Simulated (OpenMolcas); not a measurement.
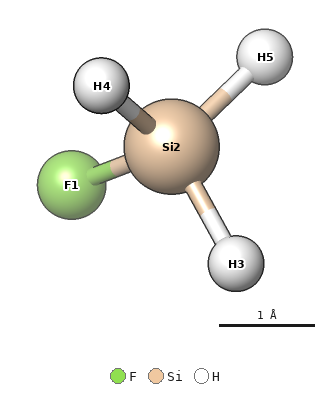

Figure 1. The structure as given in the input (ball-and-stick view, seen at a tilt; atoms are numbered from 1 in the order of the input). Bond lengths as drawn: F–Si 1.60 Å and H–Si 1.48 Å.

**SiH3F: single-point calculation**

SiH3F, multiplicity 3, computed with r2SCAN/STO-3G, UKS (OpenMolcas 26.06).

The geometry is that of the parent species in another charge or spin state. The geometry comes from this level: PBE0-D4/def2-TZVP.

**Log**
```
--- Start Module: gateway ---

                                              &GATEWAY

                       available to each process: 1.9 GB of memory, 1 thread

 Basis Set     1 Label: F.STO-3G
 Basis set is read from library:.
 basistype.tbl is not found

 Basis Set     2 Label: SI.STO-3G
 Basis set is read from library:.
 basistype.tbl is not found

 Basis Set     3 Label: H.STO-3G
 Basis set is read from library:.
 basistype.tbl is not found

++    Symmetry information:
      ---------------------

                    Character Table for C1

                             E
                    a        1  x, y, xy, Rz, z, xz, Ry, yz, Rx, I
--

++    Basis set information:
      ----------------------

      Basis set label: F.STO-3G.........

      Electronic valence basis set:
      ------------------
      Associated Effective Charge   9.000000 au
      Associated Actual Charge      9.000000 au
      Nuclear Model: Point charge

      Shell  nPrim  nBasis  Cartesian Spherical Contaminant
         s       6       2        X
         p       3       1        X

      Basis set label: SI.STO-3G.........

      Electronic valence basis set:
      ------------------
      Associated Effective Charge  14.000000 au
      Associated Actual Charge     14.000000 au
      Nuclear Model: Point charge

      Shell  nPrim  nBasis  Cartesian Spherical Contaminant
         s       9       3        X
         p       6       2        X

      Basis set label: H.STO-3G.........

      Electronic valence basis set:
      ------------------
      Associated Effective Charge   1.000000 au
      Associated Actual Charge      1.000000 au
      Nuclear Model: Point charge

      Shell  nPrim  nBasis  Cartesian Spherical Contaminant
         s       3       1        X
--

++    Molecular structure info:
      -------------------------

                    ************************************************
                    **** Cartesian Coordinates / bohr, angstrom ****
                    ************************************************

     Center  Label                x              y              z                     x              y              z
        1      F1              -2.408645       0.307647       1.621385             -1.274600       0.162800       0.858000
        2      SI2              0.081825      -0.036472      -0.058015              0.043300      -0.019300      -0.030700
        3      H3              -0.695041      -0.363961      -2.728198             -0.367800      -0.192600      -1.443700
        4      H4               1.452443      -2.301497       0.853400              0.768600      -1.217900       0.451600
        5      H5               1.663904       2.255199       0.233192              0.880500       1.193400       0.123400

                    ***************************************
                    *    InterNuclear Distances / bohr    *
                    ***************************************

               1 F1            2 SI2           3 H3            4 H4            5 H5
    1 F1       0.000000
    2 SI2      3.023449        0.000000
    3 H3       4.722961        2.800116        0.000000
    4 H4       4.722864        2.799931        4.603649        0.000000
    5 H5       4.722890        2.799916        4.603743        4.603570        0.000000

                    *******************************************
                    *    InterNuclear Distances / angstrom    *
                    *******************************************

               1 F1            2 SI2           3 H3            4 H4            5 H5
    1 F1       0.000000
    2 SI2      1.599940        0.000000
    3 H3       2.499284        1.481757        0.000000
    4 H4       2.499232        1.481660        2.436146        0.000000
    5 H5       2.499246        1.481652        2.436196        2.436104        0.000000

                    **************************************
                    *    Valence Bond Angles / degree    *
                    **************************************
                          Atom centers                 Phi
                      3 H3       2 SI2      4 H4       110.59
                      3 H3       2 SI2      5 H5       110.59
                      4 H4       2 SI2      5 H5       110.59
--

            Nuclear Potential Energy             63.04280729 au

--- Stop Module: gateway /rc=_RC_ALL_IS_WELL_ ---

--- Start Module: seward ---

                                              &SEWARD

                       available to each process: 1.9 GB of memory, 1 thread

               SEWARD will generate:
                  Multipole Moment integrals up to order  2
                  Kinetic Energy integrals
                  Nuclear Attraction integrals (point charge)
                  One-Electron Hamiltonian integrals
                  Velocity integrals
                  Orbital angular momentum around ( -0.8206   0.0882   0.5505 )
                  Velocity quadrupole around ( -0.8206   0.0882   0.5505 )
                  Two-Electron Repulsion integrals

                   Integrals are discarded if absolute value <: 1.00E-14
                   Integral cutoff threshold is set to       <: 1.00E-16

            Nuclear Potential Energy             63.04280729 au

      Basis set specifications :
      Symmetry species         a
      Basis functions           17

--- Stop Module: seward /rc=_RC_ALL_IS_WELL_ ---

--- Start Module: scf ---

                                                &SCF

                       available to each process: 1.9 GB of memory, 1 thread

++    Input section:
      --------------

      Header of the integral files:

      Cartesian coordinates in angstrom:
      -----------------------------------------------------
      No.  Label        X            Y            Z
      -----------------------------------------------------
       1   F1        -1.27460000   0.16280000   0.85800000
       2   SI2        0.04330000  -0.01930000  -0.03070000
       3   H3        -0.36780000  -0.19260000  -1.44370000
       4   H4         0.76860000  -1.21790000   0.45160000
       5   H5         0.88050000   1.19340000   0.12340000
      -----------------------------------------------------
      Nuclear repulsion energy =   63.04280729
--

++    Orbital specifications:
      -----------------------

      Symmetry species               1
                                     a
      Frozen orbitals                0
      Start temperature = 0.500
      End temperature   = 0.010
      Temperature Factor= 0.460
      Deleted orbitals               0
      Total number of orbitals      17
      Number of basis functions     17
--

      Molecular charge                           0.000

      Numerical integration parameters
      --------------------------------
      Radial quadrature type:                         MHL
      Size of radial grid:                            99
      Lebedev angular grid:                           41
      Angular grid pruned with the crowding factor:  1.00E+10
                                 and fading factor:  1.00E+01
      Screening threshold for integral computation:   1.00E-11
      Radial quadrature accuracy:                     1.00E-25
      Maximum batch size:                             128
      AO values are stored on disk
      The same grid will be used for all iterations.

      DFT functional specifications
      -----------------------------
      Using Libxc version: 6.2.2
      Please cite the following reference:
      S. Lehtola, C. Steigemann, M. J.T. Oliveira, and M. A.L. Marques.,  SoftwareX 7, 1–5 (2018) doi:10.1016/j.softx.2017.11.002

++    Optimization specifications:
      ----------------------------

      SCF Algorithm: Conventional USCF
      D(i)-D(i-1) density differences are used
      Number of density matrices in core                 5
      Maximum number of NDDO SCF iterations            400
      Maximum number of HF SCF iterations              400
      Threshold for SCF energy change             1.00E-10
      Threshold for density matrix                1.00E-07
      Threshold for Fock matrix                   1.00E-07
      Threshold for linear dependence             1.00E-09
      Threshold at which DIIS is turned on        1.50E-01
      Maximum depth in the DIIS procedure                5
      Maximum depth in the BFGS Hessian update          30
      Threshold at which QNR/C2DIIS is turned on  7.50E-02
      Threshold for Norm(delta) (QNR/C2DIIS)      1.00E-05
      All orbitals punched on: UHFORB
--

      Input vectors read from INPORB
      Orbital file label: *Guess orbitals

++ Convergence information
                               UHF [...]      iterations: Energy and convergence statistics

Iter     Tot. [...]      One-elec.       Two-elec.     Energy      Max Dij or  Max Fij      DNorm      TNorm      AccCon     Time
         Energy          Energy          Energy        Change      Delta Norm                                                in Sec.
   1  -383.653711552  -693.076051764   246.379532918   0.00E+00    8.48E-02*   3.48E-01*    8.58E+00   8.22E+01   None         0.
   2  -384.931498591  -699.987413683   252.013107799  -1.28E+00*   7.63E-01*   2.09E-01*    3.39E+00   8.26E+01   EDIIS        0.
   3  -382.186942592  -684.646449869   239.416699983   2.74E+00*   2.13E-01*   2.15E-01*    4.57E+00   8.12E+01   EDIIS        0.
   4  -385.694905036  -693.640472701   244.902760371  -3.51E+00*   3.11E-01*   1.54E-01*    2.57E+00   8.18E+01   EDIIS        0.
   5  -385.517508742  -701.858553743   253.298237707   1.77E-01*   6.72E-02*   8.25E-02*    4.26E+00   8.27E+01   EDIIS        0.
   6  -385.874294332  -697.153883439   248.236781812  -3.57E-01*   3.33E-01*   2.63E-02*    2.24E+00   8.22E+01   EDIIS        0.
   7  -385.869157626  -695.907015864   246.995050944   5.14E-03*   1.33E-01*   3.01E-02*    8.85E-01   8.20E+01   EDIIS        0.
   8  -385.881890729  -697.284639279   248.359941256  -1.27E-02*   2.69E-01*   2.22E-02*    7.89E-01   8.22E+01   EDIIS        0.
   9  -385.883524681  -696.091163268   247.164831293  -1.63E-03*   1.22E-01*   3.74E-02*    5.58E-01   8.21E+01   EDIIS        0.

       Fermi aufbau procedure completed!
      nOcc(alpha)=   14
      nOcc(beta) =   12

  10  -385.887570162  -697.107925335   248.177547879  -4.05E-03*   7.11E-02*   8.70E-03*    4.83E-01   8.22E+01   c2DIIS       0.
  11  -385.889282417  -696.633366793   247.701277082  -1.71E-03*   1.41E-01*   5.92E-03*    1.43E-01   8.21E+01   QNRc2DIIS    0.
  12  -385.888281265  -697.022800013   248.091711454   1.00E-03*   1.04E-01*   1.94E-02*    2.69E-01   8.22E+01   QNRc2DIIS    0.
  13  -385.889478951  -696.737461520   247.805175275  -1.20E-03*   8.94E-03*   1.02E-03*    1.30E-01   8.21E+01   QNRc2DIIS    0.
  14  -385.889485910  -696.731155712   247.798862508  -6.96E-06*   9.75E-03*   5.09E-04*    1.97E-02   8.21E+01   QNRc2DIIS    0.
  15  -385.889488989  -696.735283211   247.802986928  -3.08E-06*   6.41E-03*   6.31E-05*    2.58E-02   8.21E+01   QNRc2DIIS    0.
  16  -385.889489402  -696.733713032   247.801416336  -4.13E-07*   2.44E-03*   8.92E-05*    1.28E-02   8.21E+01   QNRc2DIIS    0.
  17  -385.889489513  -696.733730019   247.801433211  -1.11E-07*   4.96E-03*   9.91E-05*    4.45E-03   8.21E+01   QNRc2DIIS    0.
  18  -385.889489439  -696.733815706   247.801518972   7.38E-08*   4.50E-03*   1.32E-04*    1.09E-02   8.21E+01   QNRc2DIIS    0.
  19  -385.889490049  -696.733525142   247.801227798  -6.10E-07*   2.24E-02*   1.05E-04*    8.98E-03   8.21E+01   QNRc2DIIS    0.
  20  -385.889488120  -696.732055466   247.799760051   1.93E-06*   1.86E-01*   1.73E-04*    4.06E-02   8.21E+01   QNRc2DIIS    0.
  21  -385.889481829  -696.735677878   247.803388754   6.29E-06*   1.61E-02*   3.09E-04*    2.68E-01   8.21E+01   QNRc2DIIS    0.
  22  -385.889481715  -696.733290855   247.801001845   1.14E-07*   1.82E-02*   3.51E-04*    2.35E-02   8.21E+01   QNRc2DIIS    0.
  23  -385.889482464  -696.732442581   247.800152823  -7.48E-07*   1.50E-02*   9.39E-05*    2.69E-02   8.21E+01   QNRc2DIIS    0.
  24  -385.889482537  -696.734015173   247.801725342  -7.30E-08*   1.34E-03*   3.15E-05*    2.12E-02   8.21E+01   QNRc2DIIS    0.
  25  -385.889482545  -696.734306713   247.802016875  -7.84E-09*   1.05E-03*   6.02E-06*    1.86E-03   8.21E+01   QNRc2DIIS    0.
  26  -385.889482545  -696.734247961   247.801958122  -2.60E-10*   1.27E-04*   8.79E-07*    1.51E-03   8.21E+01   QNRc2DIIS    0.
  27  -385.889482545  -696.734251487   247.801961648   1.18E-11*   2.59E-05*   1.18E-06*    1.91E-04   8.21E+01   QNRc2DIIS    0.
  28  -385.889482545  -696.734252775   247.801962936   1.71E-12*   2.39E-04*   1.11E-06*    3.75E-05   8.21E+01   QNRc2DIIS    0.
  29  -385.889482545  -696.734258336   247.801968497  -3.41E-13    8.61E-06    4.18E-08     3.43E-04   8.21E+01   QNRc2DIIS    0.

       Convergence after  29 Iterations
--

 *****************************************************************************************************************************
 *                                             SCF/KS-DFT Program, Final results                                             *
 *                                                       Final Results                                                       *
 *****************************************************************************************************************************

::    Total KS-DFT energy                            -385.8894825449
      One-electron energy                            -696.7342583357
      Two-electron energy                             247.8019684966
      Nuclear repulsion energy                         63.0428072941
      Kinetic energy (interpolated)                   380.8179167940
      Virial theorem                                    1.0133175608
      Total spin, S(S+1)                                2.0022036376
      Total spin, S                                     1.0007343661
      Max non-diagonal density matrix element           0.0000080711
      Max non-diagonal Fock matrix element              0.0000001605

      All orbitals with orbital energies smaller than  E(LUMO)+0.5 are printed

++    Molecular orbitals:
      -------------------

      Title: UKS-DFT orbitals (alpha)

      Molecular orbitals for symmetry species 1: a

          Orbital            1         2         3         4         5         6         7         8         9        10
          Energy          -64.9507  -24.2556   -4.9326   -3.2230   -3.2206   -3.2187   -1.1325   -0.4543   -0.3698   -0.3295
          Occ. No.          1.0000    1.0000    1.0000    1.0000    1.0000    1.0000    1.0000    1.0000    1.0000    1.0000

          Orbital           11        12        13        14        15        16        17
          Energy           -0.3004   -0.2511   -0.2100    0.2159    0.2950    0.3413    0.3610
          Occ. No.          1.0000    1.0000    1.0000    1.0000    0.0000    0.0000    0.0000

--

      All orbitals with orbital energies smaller than  E(LUMO)+0.5 are printed

++    Molecular orbitals:
      -------------------

      Title: UKS-DFT orbitals (beta)

      Molecular orbitals for symmetry species 1: a

          Orbital            1         2         3         4         5         6         7         8         9        10
          Energy          -64.9458  -24.2320   -4.9279   -3.2161   -3.2147   -3.2102   -1.0383   -0.4168   -0.2816   -0.2681
          Occ. No.          1.0000    1.0000    1.0000    1.0000    1.0000    1.0000    1.0000    1.0000    1.0000    1.0000

          Orbital           11        12        13        14        15
          Energy           -0.2530   -0.1837   -0.1481    0.3171    0.3311
          Occ. No.          1.0000    1.0000    0.0000    0.0000    0.0000

--

++    Molecular charges:
      ------------------

      Mulliken charges per centre and basis function type
      ---------------------------------------------------

                            F1                      SI2                     H3                      H4                      H5
                     alpha        beta       alpha        beta       alpha        beta       alpha        beta       alpha        beta
      1s           1.9996      1.9740      2.8151      2.5693      0.5806      0.5831      0.6377      0.4700      0.6377      0.4699
      2px          0.9930      0.8608      1.5206      1.2677      0.0000      0.0000      0.0000      0.0000      0.0000      0.0000
      2pz          0.9800      0.9109      1.5006      1.3174      0.0000      0.0000      0.0000      0.0000      0.0000      0.0000
      2py          0.9818      0.2294      1.3533      1.3474      0.0000      0.0000      0.0000      0.0000      0.0000      0.0000
      Total        4.9544      3.9751      7.1896      6.5018      0.5806      0.5831      0.6377      0.4700      0.6377      0.4699
      Total              8.9295                 13.6915                  1.1637                  1.1077                  1.1076

      Charge            0.0705                  0.3085                 -0.1637                 -0.1077                 -0.1076

      Total electronic charge=   26.000000

      Total            charge=   -0.000000
--

++    Molecular orbitals:
      -------------------

      Title: Natural orbitals

      Molecular orbitals for symmetry species 1: a

          Orbital            1         2         3         4         5         6         7         8         9        10
          Energy          -64.9483  -24.2436   -4.9302   -3.2167   -3.2120   -3.2026   -1.0681   -0.3848   -0.2642   -0.3097
          Occ. No.          2.0000    2.0000    2.0000    2.0000    2.0000    2.0000    2.0000    2.0000    2.0000    1.9998

          Orbital           11        12        13        14        15        16        17
          Energy           -0.2931   -0.2942   -0.2238    0.2707    0.3105    0.3683    0.3768
          Occ. No.          1.9996    1.9995    1.0000    1.0000    0.0005    0.0004    0.0002

--

++    Molecular properties:
      ---------------------

      Charge (e):
                      =   -0.0000
      Dipole Moment (debye):
      Origin of the operator (angstrom)=   -0.4343    0.0467    0.2913
                   X= -5.2470E-01               Y=  1.2796E-01               Z=  7.6124E-01           Total=  9.3337E-01
      Quadrupole Moment (debye*angstrom):
      Origin of the operator (angstrom)=   -0.4343    0.0467    0.2913
                  XX= -1.7021E+01              XY= -5.4807E-02              XZ= -3.8839E-01              YY= -1.7085E+01
                  YZ= -1.4986E-01              ZZ= -1.8301E+01
      In traceless form (debye*angstrom)
                  XX=  6.7189E-01              XY= -8.2210E-02              XZ= -5.8259E-01              YY=  5.7598E-01
                  YZ= -2.2479E-01              ZZ= -1.2479E+00
--

--- Stop Module: scf /rc=_RC_ALL_IS_WELL_ ---
--- Module scf spent 12 seconds ---

.##################.
.# Happy landing! #.
.##################.

    Timing: Wall=12.93 User=11.31 System=1.61
```

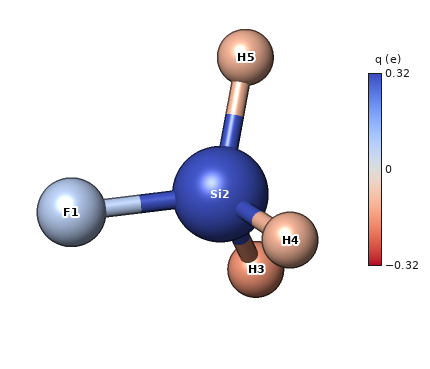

Figure 2. Mulliken charges, as the colour of each atom (ball-and-stick view, seen at a tilt; atoms are numbered from 1 in the order of the input). By element: F +0.07, Si +0.31 and H −0.16 to −0.11 e.

This output came from the following input.

**Input**
```
&gateway
 baslib
 $CurrDir
 coord
 5
 bohr
 F     -2.40864492     0.30764741     1.62138501
 Si     0.08182514    -0.03647171    -0.05801459
 H     -0.69504127    -0.36396125    -2.72819761
 H      1.45244350    -2.30149745     0.85340032
 H      1.66390385     2.25519916     0.23319220
 basis
 STO-3G
 group
 NoSym

&seward
 gridinput
 Grid=UltraFine
 End of Grid

&scf
 uhf
 spin
 3
 ksdft
 2
 1.0 MGGA_X_R2SCAN
 1.0 MGGA_C_R2SCAN
 thresholds
 1e-10 1e-07 1e-07 1e-05
 prorbitals
 1 1
```

Launch command:
```bash
export MOLCAS_MEM=1860
pymolcas calc.inp > calc.log
```

**Summary**

| quantity | value |
| --- | --- |
| outcome | converged |
| total energy | −385.889483 hartree |
| basis functions | 17 |
| ⟨S²⟩ | 2.002 |
| dipole moment | 0.93 debye |
| hardware | 1 thread of Arm Neoverse V2, 24 GiB of memory available, shared host |
| wall time | 13 s |
| peak memory | 0.37 GiB |
